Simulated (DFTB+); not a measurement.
**Geometry relaxation, with input and output: C2H8ClPSi (part 2 of 5)**

The same run, continued: C2H8ClPSi; GFN1-xTB, R-SCC, dispersion built in (DFTB+ 25.1). The geometry comes from this level: GFN2-xTB.

Geometry of the input (Å):
```
C  -0.4887  -0.8124  1.7975
C  0.4781  -0.3155  0.7291
Si -0.3984  0.4425  -0.7869
P  1.1903  1.2958  -2.1312
Cl -1.5792  1.9761  -0.1928
H  -1.1213  -1.6051  1.4055
H  -1.1310  -0.0036  2.1374
H  0.0541  -1.2020  2.6563
H  1.1150  -1.1415  0.4086
H  1.1427  0.4320  1.1683
H  -1.2828  -0.5450  -1.4198
H  1.6587  0.0595  -2.5391
H  0.3624  1.4192  -3.2329
```

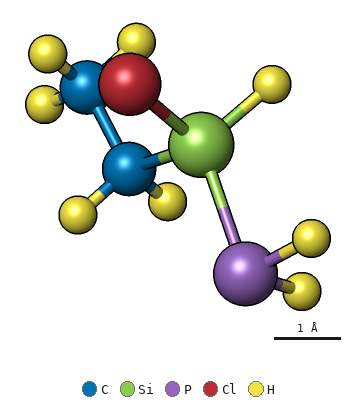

*The starting structure (ball-and-stick view, seen at a tilt).*

### Log, continued
```
Total Energy:                      -17.3653239231 H         -472.5345 eV
Extrapolated to 0K:                -17.3653239231 H         -472.5345 eV
Total Mermin free energy:          -17.3653239231 H         -472.5345 eV
Force related energy:              -17.3653239231 H         -472.5345 eV

total energy  -1.7365324E+01 H       energy change -1.1321970E-04 H
gradient norm  1.7904874E-02 H/a0    max. gradient  9.9084998E-03 H/a0
step length    6.0746112E-03 a0      max. step      3.1714202E-03 a0

--------------------------------------------------------------------------------

***  Geometry step: 13

 iSCC Total electronic   Diff electronic      SCC error
    1   -0.17515055E+02    0.00000000E+00    0.21683014E-02
    2   -0.17515056E+02    0.32593892E-03    0.80106741E-03
    3   -0.17515056E+02   -0.59477771E-06    0.45995586E-03
    4   -0.17515056E+02   -0.34072329E-07    0.16677376E-03
    5   -0.17515056E+02    0.83895202E-09    0.30735735E-04
    6   -0.17515056E+02   -0.49417288E-08    0.93576663E-05

Total Energy:                      -17.3654468652 H         -472.5379 eV
Extrapolated to 0K:                -17.3654468652 H         -472.5379 eV
Total Mermin free energy:          -17.3654468652 H         -472.5379 eV
Force related energy:              -17.3654468652 H         -472.5379 eV

total energy  -1.7365447E+01 H       energy change -1.2294213E-04 H
gradient norm  1.5946305E-02 H/a0    max. gradient  9.0177200E-03 H/a0
step length    7.3517959E-03 a0      max. step      3.8845402E-03 a0

--------------------------------------------------------------------------------

***  Geometry step: 14

 iSCC Total electronic   Diff electronic      SCC error
    1   -0.17514661E+02    0.00000000E+00    0.25339100E-02
    2   -0.17514661E+02    0.39535822E-03    0.92039409E-03
    3   -0.17514661E+02   -0.84188651E-06    0.53647368E-03
    4   -0.17514661E+02   -0.49721990E-07    0.20518616E-03
    5   -0.17514661E+02    0.11195560E-08    0.36971036E-04
    6   -0.17514661E+02   -0.71651272E-08    0.11357058E-04
    7   -0.17514661E+02   -0.40517634E-09    0.13389858E-05

Total Energy:                      -17.3655744540 H         -472.5413 eV
Extrapolated to 0K:                -17.3655744540 H         -472.5413 eV
Total Mermin free energy:          -17.3655744540 H         -472.5413 eV
Force related energy:              -17.3655744540 H         -472.5413 eV

total energy  -1.7365574E+01 H       energy change -1.2758876E-04 H
gradient norm  1.3772718E-02 H/a0    max. gradient  7.9281932E-03 H/a0
step length    8.7969998E-03 a0      max. step      4.7153397E-03 a0

--------------------------------------------------------------------------------

***  Geometry step: 15

 iSCC Total electronic   Diff electronic      SCC error
    1   -0.17514190E+02    0.00000000E+00    0.28906818E-02
    2   -0.17514191E+02    0.47151115E-03    0.10240138E-02
    3   -0.17514191E+02   -0.11530566E-05    0.61221287E-03
    4   -0.17514191E+02   -0.71578647E-07    0.24966656E-03
    5   -0.17514191E+02    0.11327863E-08    0.44205564E-04
    6   -0.17514191E+02   -0.10119425E-07    0.13682139E-04
    7   -0.17514191E+02   -0.60130745E-09    0.17418340E-05

Total Energy:                      -17.3656991498 H         -472.5447 eV
Extrapolated to 0K:                -17.3656991498 H         -472.5447 eV
Total Mermin free energy:          -17.3656991498 H         -472.5447 eV
Force related energy:              -17.3656991498 H         -472.5447 eV

total energy  -1.7365699E+01 H       energy change -1.2469581E-04 H
gradient norm  1.1501542E-02 H/a0    max. gradient  6.6076363E-03 H/a0
step length    1.0390604E-02 a0      max. step      5.6630590E-03 a0

--------------------------------------------------------------------------------

***  Geometry step: 16

 iSCC Total electronic   Diff electronic      SCC error
    1   -0.17513643E+02    0.00000000E+00    0.31878454E-02
    2   -0.17513645E+02    0.54812352E-03    0.10904130E-02
    3   -0.17513645E+02   -0.15027115E-05    0.67192394E-03
    4   -0.17513645E+02   -0.99140465E-07    0.30367195E-03
    5   -0.17513645E+02    0.55663563E-09    0.51414430E-04
    6   -0.17513645E+02   -0.13569089E-07    0.15984071E-04
    7   -0.17513645E+02   -0.84121154E-09    0.22036805E-05

Total Energy:                      -17.3658112949 H         -472.5478 eV
Extrapolated to 0K:                -17.3658112949 H         -472.5478 eV
Total Mermin free energy:          -17.3658112949 H         -472.5478 eV
Force related energy:              -17.3658112949 H         -472.5478 eV

total energy  -1.7365811E+01 H       energy change -1.1214510E-04 H
gradient norm  9.4040043E-03 H/a0    max. gradient  5.0301927E-03 H/a0
step length    1.2080264E-02 a0      max. step      6.7046771E-03 a0

--------------------------------------------------------------------------------

***  Geometry step: 17

 iSCC Total electronic   Diff electronic      SCC error
    1   -0.17513034E+02    0.00000000E+00    0.33319522E-02
    2   -0.17513036E+02    0.61083748E-03    0.10781376E-02
    3   -0.17513036E+02   -0.18192470E-05    0.72092230E-03
    4   -0.17513036E+02   -0.13108684E-06    0.36384137E-03
    5   -0.17513036E+02   -0.19995774E-08    0.57640115E-04
    6   -0.17513036E+02   -0.16664973E-07    0.17947638E-04
    7   -0.17513036E+02   -0.10829417E-08    0.27046353E-05

Total Energy:                      -17.3659007144 H         -472.5502 eV
Extrapolated to 0K:                -17.3659007144 H         -472.5502 eV
Total Mermin free energy:          -17.3659007144 H         -472.5502 eV
Force related energy:              -17.3659007144 H         -472.5502 eV

total energy  -1.7365901E+01 H       energy change -8.9419580E-05 H
gradient norm  7.9850783E-03 H/a0    max. gradient  3.1906503E-03 H/a0
step length    1.3749194E-02 a0      max. step      7.7604466E-03 a0

--------------------------------------------------------------------------------

***  Geometry step: 18

 iSCC Total electronic   Diff electronic      SCC error
    1   -0.17512402E+02    0.00000000E+00    0.31865468E-02
    2   -0.17512404E+02    0.63377308E-03    0.10534645E-02
    3   -0.17512404E+02   -0.19538818E-05    0.72312030E-03
    4   -0.17512404E+02   -0.15987854E-06    0.41856854E-03
    5   -0.17512404E+02   -0.88915897E-08    0.61384632E-04
    6   -0.17512404E+02   -0.17188764E-07    0.18853630E-04
    7   -0.17512404E+02   -0.11802790E-08    0.31372623E-05

Total Energy:                      -17.3659602677 H         -472.5518 eV
Extrapolated to 0K:                -17.3659602677 H         -472.5518 eV
Total Mermin free energy:          -17.3659602677 H         -472.5518 eV
Force related energy:              -17.3659602677 H         -472.5518 eV

total energy  -1.7365960E+01 H       energy change -5.9553291E-05 H
gradient norm  7.7812033E-03 H/a0    max. gradient  4.1006076E-03 H/a0
step length    1.5169449E-02 a0      max. step      8.6275316E-03 a0

--------------------------------------------------------------------------------

***  Geometry step: 19

 iSCC Total electronic   Diff electronic      SCC error
    1   -0.17511812E+02    0.00000000E+00    0.26628356E-02
    2   -0.17511814E+02    0.59185806E-03    0.98889687E-03
    3   -0.17511814E+02   -0.17689147E-05    0.64716123E-03
    4   -0.17511814E+02   -0.17216133E-06    0.43985400E-03
    5   -0.17511814E+02   -0.20942128E-07    0.58947540E-04
    6   -0.17511814E+02   -0.13071620E-07    0.18858293E-04
    7   -0.17511814E+02   -0.97168495E-09    0.33259005E-05

Total Energy:                      -17.3659903836 H         -472.5526 eV
Extrapolated to 0K:                -17.3659903836 H         -472.5526 eV
Total Mermin free energy:          -17.3659903836 H         -472.5526 eV
Force related energy:              -17.3659903836 H         -472.5526 eV

total energy  -1.7365990E+01 H       energy change -3.0115904E-05 H
gradient norm  8.6778849E-03 H/a0    max. gradient  5.3727545E-03 H/a0
step length    1.6085833E-02 a0      max. step      9.0014833E-03 a0

--------------------------------------------------------------------------------

***  Geometry step: 20

 iSCC Total electronic   Diff electronic      SCC error
    1   -0.17511331E+02    0.00000000E+00    0.18185912E-02
    2   -0.17511333E+02    0.48282917E-03    0.84564790E-03
    3   -0.17511333E+02   -0.13132037E-05    0.49431995E-03
    4   -0.17511333E+02   -0.16085400E-06    0.39896751E-03
    5   -0.17511333E+02   -0.32950446E-07    0.47873862E-04
    6   -0.17511333E+02   -0.66531811E-08    0.18055584E-04
    7   -0.17511333E+02   -0.55984728E-09    0.31480005E-05

Total Energy:                      -17.3660006731 H         -472.5529 eV
Extrapolated to 0K:                -17.3660006731 H         -472.5529 eV
Total Mermin free energy:          -17.3660006731 H         -472.5529 eV
Force related energy:              -17.3660006731 H         -472.5529 eV

total energy  -1.7366001E+01 H       energy change -1.0289507E-05 H
gradient norm  9.9634104E-03 H/a0    max. gradient  6.1708177E-03 H/a0
step length    1.6510014E-02 a0      max. step      8.7137169E-03 a0

--------------------------------------------------------------------------------

***  Geometry step: 21

 iSCC Total electronic   Diff electronic      SCC error
    1   -0.17511354E+02    0.00000000E+00    0.11631953E-03
    2   -0.17511354E+02   -0.21271335E-04    0.49848428E-04
    3   -0.17511354E+02   -0.11734080E-08    0.21197289E-04
    4   -0.17511354E+02   -0.45652371E-10    0.62164064E-05

Total Energy:                      -17.3660042328 H         -472.5530 eV
Extrapolated to 0K:                -17.3660042328 H         -472.5530 eV
Total Mermin free energy:          -17.3660042328 H         -472.5530 eV
Force related energy:              -17.3660042328 H         -472.5530 eV

total energy  -1.7366004E+01 H       energy change -3.5596903E-06 H
gradient norm  9.8560545E-03 H/a0    max. gradient  6.1025138E-03 H/a0
step length    3.5920569E-04 a0      max. step      2.2247331E-04 a0

--------------------------------------------------------------------------------

***  Geometry step: 22

 iSCC Total electronic   Diff electronic      SCC error
    1   -0.17511396E+02    0.00000000E+00    0.23023218E-03
    2   -0.17511396E+02   -0.42191441E-04    0.99631629E-04
    3   -0.17511396E+02   -0.45266795E-08    0.44650840E-04
    4   -0.17511396E+02   -0.15561596E-09    0.10780920E-04
    5   -0.17511396E+02   -0.67750250E-11    0.19240610E-05

Total Energy:                      -17.3660111999 H         -472.5532 eV
Extrapolated to 0K:                -17.3660111999 H         -472.5532 eV
Total Mermin free energy:          -17.3660111999 H         -472.5532 eV
Force related energy:              -17.3660111999 H         -472.5532 eV

total energy  -1.7366011E+01 H       energy change -6.9670908E-06 H
gradient norm  9.6453391E-03 H/a0    max. gradient  5.9673703E-03 H/a0
step length    7.1453785E-04 a0      max. step      4.4247748E-04 a0

--------------------------------------------------------------------------------

***  Geometry step: 23

 iSCC Total electronic   Diff electronic      SCC error
    1   -0.17511459E+02    0.00000000E+00    0.34088204E-03
    2   -0.17511459E+02   -0.62400653E-04    0.14613885E-03
    3   -0.17511459E+02   -0.10096112E-07    0.64994535E-04
    4   -0.17511459E+02   -0.38463455E-09    0.17999469E-04
    5   -0.17511459E+02   -0.44053650E-11    0.28530014E-05

Total Energy:                      -17.3660212790 H         -472.5535 eV
Extrapolated to 0K:                -17.3660212790 H         -472.5535 eV
Total Mermin free energy:          -17.3660212790 H         -472.5535 eV
Force related energy:              -17.3660212790 H         -472.5535 eV

total energy  -1.7366021E+01 H       energy change -1.0079121E-05 H
gradient norm  9.3352527E-03 H/a0    max. gradient  5.7669702E-03 H/a0
step length    1.0622487E-03 a0      max. step      6.5757522E-04 a0

--------------------------------------------------------------------------------

***  Geometry step: 24

 iSCC Total electronic   Diff electronic      SCC error
    1   -0.17511540E+02    0.00000000E+00    0.44565519E-03
    2   -0.17511540E+02   -0.81541159E-04    0.19104940E-03
    3   -0.17511540E+02   -0.17257030E-07    0.85321913E-04
    4   -0.17511540E+02   -0.65959327E-09    0.23560437E-04
    5   -0.17511540E+02   -0.67146289E-11    0.37123571E-05

Total Energy:                      -17.3660340486 H         -472.5538 eV
Extrapolated to 0K:                -17.3660340486 H         -472.5538 eV
Total Mermin free energy:          -17.3660340486 H         -472.5538 eV
Force related energy:              -17.3660340486 H         -472.5538 eV

total energy  -1.7366034E+01 H       energy change -1.2769574E-05 H
gradient norm  8.9344623E-03 H/a0    max. gradient  5.5044703E-03 H/a0
step length    1.3986913E-03 a0      max. step      8.6535305E-04 a0

--------------------------------------------------------------------------------

***  Geometry step: 25

 iSCC Total electronic   Diff electronic      SCC error
    1   -0.17511640E+02    0.00000000E+00    0.54259860E-03
    2   -0.17511640E+02   -0.99253995E-04    0.23254522E-03
    3   -0.17511640E+02   -0.25600535E-07    0.10446628E-03
    4   -0.17511640E+02   -0.98536290E-09    0.28755306E-04
    5   -0.17511640E+02   -0.82529539E-11    0.45217095E-05

Total Energy:                      -17.3660489861 H         -472.5542 eV
Extrapolated to 0K:                -17.3660489861 H         -472.5542 eV
Total Mermin free energy:          -17.3660489861 H         -472.5542 eV
Force related energy:              -17.3660489861 H         -472.5542 eV

total energy  -1.7366049E+01 H       energy change -1.4937487E-05 H
gradient norm  8.4542661E-03 H/a0    max. gradient  5.1839547E-03 H/a0
step length    1.7204531E-03 a0      max. step      1.0634401E-03 a0

--------------------------------------------------------------------------------

***  Geometry step: 26

 iSCC Total electronic   Diff electronic      SCC error
    1   -0.17511755E+02    0.00000000E+00    0.62955509E-03
    2   -0.17511755E+02   -0.11517896E-03    0.26967670E-03
    3   -0.17511755E+02   -0.34512691E-07    0.12212663E-03
    4   -0.17511755E+02   -0.13417925E-08    0.33478925E-04
    5   -0.17511755E+02   -0.81250562E-11    0.52634014E-05

Total Energy:                      -17.3660654998 H         -472.5547 eV
Extrapolated to 0K:                -17.3660654998 H         -472.5547 eV
Total Mermin free energy:          -17.3660654998 H         -472.5547 eV
Force related energy:              -17.3660654998 H         -472.5547 eV

total energy  -1.7366065E+01 H       energy change -1.6513677E-05 H
gradient norm  7.9094018E-03 H/a0    max. gradient  4.8105818E-03 H/a0
step length    2.0243960E-03 a0      max. step      1.2494847E-03 a0

--------------------------------------------------------------------------------

***  Geometry step: 27

 iSCC Total electronic   Diff electronic      SCC error
    1   -0.17511898E+02    0.00000000E+00    0.78347339E-03
    2   -0.17511898E+02   -0.14345514E-03    0.33528846E-03
    3   -0.17511898E+02   -0.53602697E-07    0.15352607E-03
    4   -0.17511898E+02   -0.21189663E-08    0.41887050E-04
    5   -0.17511898E+02   -0.66400219E-11    0.66468891E-05

Total Energy:                      -17.3660848589 H         -472.5552 eV
Extrapolated to 0K:                -17.3660848589 H         -472.5552 eV
Total Mermin free energy:          -17.3660848589 H         -472.5552 eV
Force related energy:              -17.3660848589 H         -472.5552 eV

total energy  -1.7366085E+01 H       energy change -1.9359070E-05 H
gradient norm  7.2534266E-03 H/a0    max. gradient  4.3432491E-03 H/a0
step length    2.5697371E-03 a0      max. step      1.5822827E-03 a0

--------------------------------------------------------------------------------

***  Geometry step: 28

 iSCC Total electronic   Diff electronic      SCC error
    1   -0.17512073E+02    0.00000000E+00    0.94956608E-03
    2   -0.17512073E+02   -0.17415992E-03    0.40580515E-03
    3   -0.17512073E+02   -0.79053486E-07    0.18889396E-03
    4   -0.17512073E+02   -0.31912677E-08    0.51138248E-04
    5   -0.17512073E+02    0.28670399E-11    0.81356047E-05

Total Energy:                      -17.3661065942 H         -472.5558 eV
Extrapolated to 0K:                -17.3661065942 H         -472.5558 eV
Total Mermin free energy:          -17.3661065942 H         -472.5558 eV
Force related energy:              -17.3661065942 H         -472.5558 eV

total energy  -1.7366107E+01 H       energy change -2.1735387E-05 H
gradient norm  6.5007194E-03 H/a0    max. gradient  3.7721575E-03 H/a0
step length    3.2042394E-03 a0      max. step      1.9650233E-03 a0

--------------------------------------------------------------------------------

***  Geometry step: 29

 iSCC Total electronic   Diff electronic      SCC error
    1   -0.17512278E+02    0.00000000E+00    0.11154811E-02
    2   -0.17512278E+02   -0.20532962E-03    0.47556077E-03
    3   -0.17512278E+02   -0.10985457E-06    0.22688854E-03
    4   -0.17512278E+02   -0.45749360E-08    0.60752035E-04
    5   -0.17512278E+02    0.28780534E-10    0.96989776E-05

Total Energy:                      -17.3661298219 H         -472.5564 eV
Extrapolated to 0K:                -17.3661298219 H         -472.5564 eV
Total Mermin free energy:          -17.3661298219 H         -472.5564 eV
Force related energy:              -17.3661298219 H         -472.5564 eV

total energy  -1.7366130E+01 H       energy change -2.3227672E-05 H
gradient norm  5.6978591E-03 H/a0    max. gradient  3.0929132E-03 H/a0
step length    3.9264046E-03 a0      max. step      2.3910538E-03 a0
```
